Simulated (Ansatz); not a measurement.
# CH3BrSSn: geometry optimisation, by script

What geometry does CH3BrSSn take? Wanted for CH3BrSSn: a geometry optimisation. SMILES: C[S][Sn][Br].

Program: Ansatz 0.2.0, driven from Python. Level of theory: PBE/def2-SVP. These are calculated values, not measurements.

### 1 The system

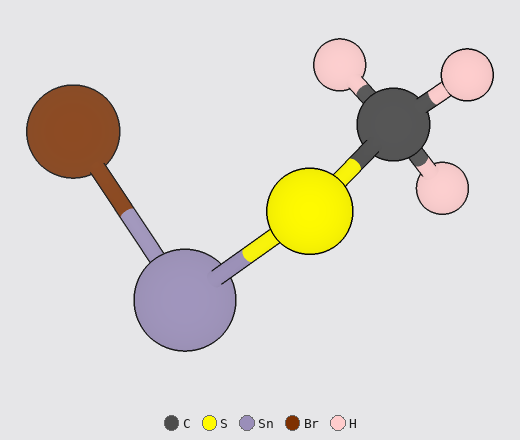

The starting structure, viewed from a chosen angle; carbon dark grey, sulfur yellow, tin purple, bromine brown, hydrogen pink.

No structure file is read: the coordinates are typed or built in the script.

### 2 The code

File run_opt.py:

```python
'''Relax the CH3BrSSn molecule.'''

from dataclasses import dataclass

import ansatz as az
import numpy as np


@dataclass(frozen=True)
class RunConfig:
    basis_set: str = 'def2-SVP'
    functional: str = 'pbe'


opts = RunConfig()

GEOMETRY = '''
C     0.41190    0.88250   -0.08730
S     0.79980   -0.36760   -1.29950
Sn   -1.13710   -1.74250   -0.75180
Br   -0.87860   -2.44280    1.67100
H     0.36520    0.50000    0.91030
H    -0.63890    1.35640   -0.33840
H     1.13910    1.74610   -0.15000
'''


def main() -> None:
    geometry = az.Crystal.molecule()
    for line in GEOMETRY.strip().splitlines():
        symbol, *xyz = line.split()
        geometry = geometry.atom(symbol, [float(v) for v in xyz])

    job = (
        geometry.calculation()
        .basis(gaussian=opts.basis_set)
        .functional(opts.functional)
    )
    symbols = [site.symbol for site in geometry.cartesian_sites]
    start = np.array([site.position_ang for site in geometry.cartesian_sites], dtype=float)
    def progress(event):
        if event['event'] == 'relax_step':
            row = event['data']
            print(f'step {row["step"]:3d}  E = {row["lagrangian_ev"]:.6f} eV  max force {row["allowed_force_max_ev_ang"]:.4f} eV/A')


    summary = job.relax(force_tolerance=0.02).session().plan().execute(on_event=progress).report
    end = np.array(summary['positions_ang'])

    print(f'E = {summary["free_energy_ev"]:.6f} eV = {summary["free_energy_ev"] / 27.211386246:.7f} Ha')
    print('converged:', summary['converged'], ' doubts:', summary['published_state_doubts'] or 'none')

    print('bond        before    after (A)')
    for i, j in [(0, 1), (0, 4), (0, 5), (0, 6), (1, 2), (2, 3)]:
        d0, d1 = (np.linalg.norm(xyz[i] - xyz[j]) for xyz in (start, end))
        print(f'{symbols[i]}{i}-{symbols[j]}{j}'.ljust(10), f'{d0:8.4f} {d1:8.4f}')

    charges = summary['charge_distribution']
    dipole = np.array(charges['dipole_moment_e_ang']) * 4.803205
    print('dipole (D): {:.3f} {:.3f} {:.3f}, length {:.3f}'.format(*dipole, np.linalg.norm(dipole)))
    print('atom  Mulliken   Lowdin')
    for symbol, m, l in zip(symbols, charges['mulliken_charges_e'], charges['lowdin_charges_e']):
        print(f'{symbol:4s} {m:9.3f} {l:8.3f}')
    with open('ch3brssn_opt.xyz', 'w') as handle:
        handle.write(f'{len(symbols)}\nrelaxed CH3BrSSn\n')
        handle.writelines(f'{s:2s} {x:11.6f} {y:11.6f} {z:11.6f}\n' for s, (x, y, z) in zip(symbols, end))


if __name__ == '__main__':
    main()
```

### 3 The calls as engine input

The package turns the script's settings into the engine's input:

```yaml
crystal:
  periodic: [false, false, false]
  atoms:
    - { symbol: C, position_ang: [0.4119, 0.8825, -0.0873] }
    - { symbol: S, position_ang: [0.7998, -0.3676, -1.2995] }
    - { symbol: Sn, position_ang: [-1.1371, -1.7425, -0.7518] }
    - { symbol: Br, position_ang: [-0.8786, -2.4428, 1.671] }
    - { symbol: H, position_ang: [0.3652, 0.5, 0.9103] }
    - { symbol: H, position_ang: [-0.6389, 1.3564, -0.3384] }
    - { symbol: H, position_ang: [1.1391, 1.7461, -0.15] }
basis:
  gaussian:
    orbitals: def2-SVP
hamiltonian:
  xc: pbe
relax:
  f_tol: 0.02
```

### 4 Running it

Launch:

```bash
python run_opt.py
```

What it wrote:

```text
step   1  E = -87771.633344 eV  max force 2.5600 eV/A
step   2  E = -87771.868222 eV  max force 1.0675 eV/A
step   3  E = -87771.974167 eV  max force 0.4286 eV/A
step   4  E = -87772.083957 eV  max force 0.4169 eV/A
step   5  E = -87772.167483 eV  max force 0.3411 eV/A
step   6  E = -87772.197360 eV  max force 0.5359 eV/A
step   7  E = -87772.222161 eV  max force 0.2106 eV/A
step   8  E = -87772.228129 eV  max force 0.0674 eV/A
step   9  E = -87772.226052 eV  max force 0.1790 eV/A
step  10  E = -87772.230778 eV  max force 0.0284 eV/A
step  11  E = -87772.231544 eV  max force 0.0162 eV/A
step  12  E = -87772.229708 eV  max force 0.2499 eV/A
step  13  E = -87772.232223 eV  max force 0.0075 eV/A
step  14  E = -87772.232164 eV  max force 0.0980 eV/A
step  15  E = -87772.232493 eV  max force 0.0078 eV/A
step  16  E = -87772.232493 eV  max force 0.0296 eV/A
step  17  E = -87772.230842 eV  max force 0.1058 eV/A
step  18  E = -87772.232596 eV  max force 0.0048 eV/A
E = -87772.232631 eV = -3225.5700550 Ha
converged: True  doubts: none
bond        before    after (A)
C0-S1        1.7840   1.8320
C0-H4        1.0694   1.1082
C0-H5        1.1798   1.1072
C0-H6        1.1307   1.1072
S1-Sn2       2.4376   2.4696
Sn2-Br3      2.5352   2.5841
dipole (D): 0.094 -0.118 -1.063, length 1.074
atom  Mulliken   Lowdin
C       -0.147   -0.111
S       -0.249    0.189
Sn       0.450   -0.013
Br      -0.306   -0.043
H        0.083   -0.023
H        0.084    0.001
H        0.084    0.001
```

Run time: 61 s. Hardware: 1 thread of Intel Xeon Platinum 8488C (Sapphire Rapids), shared host; peak memory 0.23 GiB.

It wrote ch3brssn_opt.xyz:

```xyz
7
relaxed CH3BrSSn
C     0.316078    0.949126   -0.047890
S     0.170671   -0.124539   -1.525179
Sn   -0.624095   -2.370345   -0.874160
Br   -0.851110   -2.051351    1.680082
H     0.041590    0.405241    0.877871
H    -0.354253    1.820342   -0.180192
H     1.362520    1.303626    0.023768
```

Lines on the test bed's own set-up are left out of the output.

### 5 The run's own record

From the engine's report, whether the script printed it or not:

| item | value |
| --- | --- |
| SCF cycles in all | 160 |
| orbitals | 105 |
| total energy (eV) | -87772.23263 |

### 6 Path of the relaxation

Relaxation path:

| step | energy from step 1 (eV) | largest force component (eV/Å) |
| --- | --- | --- |
| 1 | 0.0000 | 2.5600 |
| 2 | -0.2349 | 1.0675 |
| 3 | -0.3408 | 0.4286 |
| 4 | -0.4506 | 0.4169 |
| 5 | -0.5341 | 0.3411 |
| 6 | -0.5640 | 0.5359 |
| 7 | -0.5888 | 0.2106 |
| 8 | -0.5948 | 0.0674 |
| 9 | -0.5927 | 0.1790 |
| 10 | -0.5974 | 0.0284 |
| 11 | -0.5982 | 0.0162 |
| 12 | -0.5964 | 0.2499 |
| 13 | -0.5989 | 0.0075 |
| 14 | -0.5988 | 0.0980 |
| 15 | -0.5991 | 0.0078 |
| 16 | -0.5991 | 0.0296 |
| 17 | -0.5975 | 0.1058 |
| 18 | -0.5993 | 0.0048 |

Step 1 is the start. Steps 9, 12, 14, 17 were tried and not accepted.

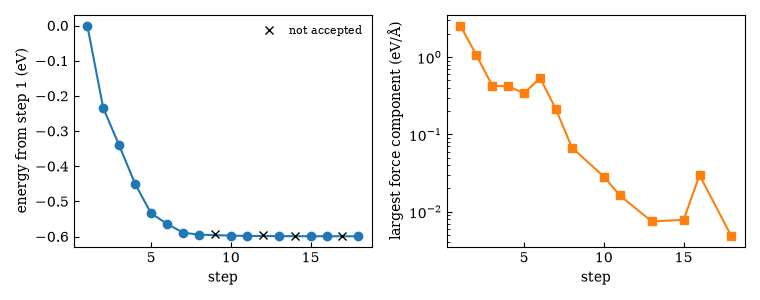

Energy and largest force along the relaxation.

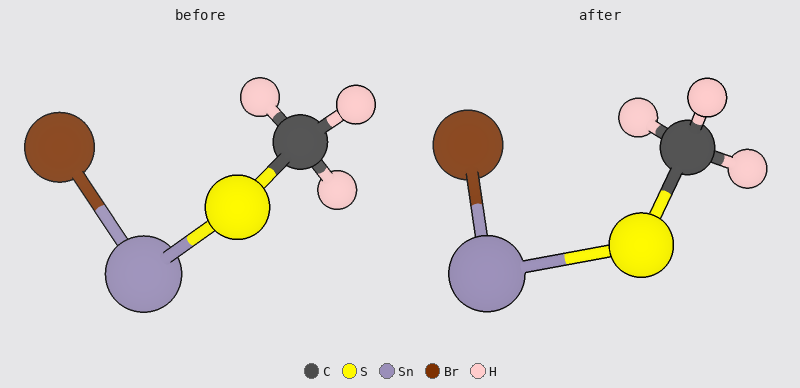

The structure before (left) and after (right) the relaxation, drawn at the same scale.

Before: Bond lengths: C1–S2 1.784 Å, S2–Sn3 2.438 Å, Sn3–Br4 2.535 Å, C1–H5 1.069 Å, C1–H6 1.180 Å, C1–H7 1.131 Å. Angles: C1–S2–Sn3 94.0°, S2–C1–H5 113.1°, S2–C1–H6 109.3°, S2–C1–H7 111.0°, H5–C1–H6 107.7°, H5–C1–H7 110.7°, H6–C1–H7 104.7°, S2–Sn3–Br4 106.8°.

After: Bond lengths: C1–S2 1.832 Å, S2–Sn3 2.470 Å, Sn3–Br4 2.584 Å, C1–H5 1.108 Å, C1–H6 1.107 Å, C1–H7 1.107 Å. Angles: C1–S2–Sn3 110.2°, S2–C1–H5 111.5°, S2–C1–H6 108.5°, S2–C1–H7 108.4°, H5–C1–H6 109.6°, H5–C1–H7 109.7°, H6–C1–H7 109.1°, S2–Sn3–Br4 100.2°.

### 7 What came out

| quantity | value |
| --- | --- |
| total energy | -87772.2326 eV |
| dipole moment | 1.07 D |
| moves of the relaxation | 13 |
| energy gained | 0.599 eV |
| last largest force component | 0.0048 eV/Å |

After 13 moves the largest shift is 0.820 Å, of atom 3 (Sn). So large a move can change the bonding: the results belong to the relaxed structure. Reading the output:
- The end point is the stationary point reached from this start; no frequency run checks that it is a minimum, and the basis set is modest.
- def2 sets replace the cores of elements past krypton by effective core potentials.
- The Löwdin charges here are taken after orthogonalising the functions within each atom; they differ from plain Löwdin charges, and their signs can be unphysical.
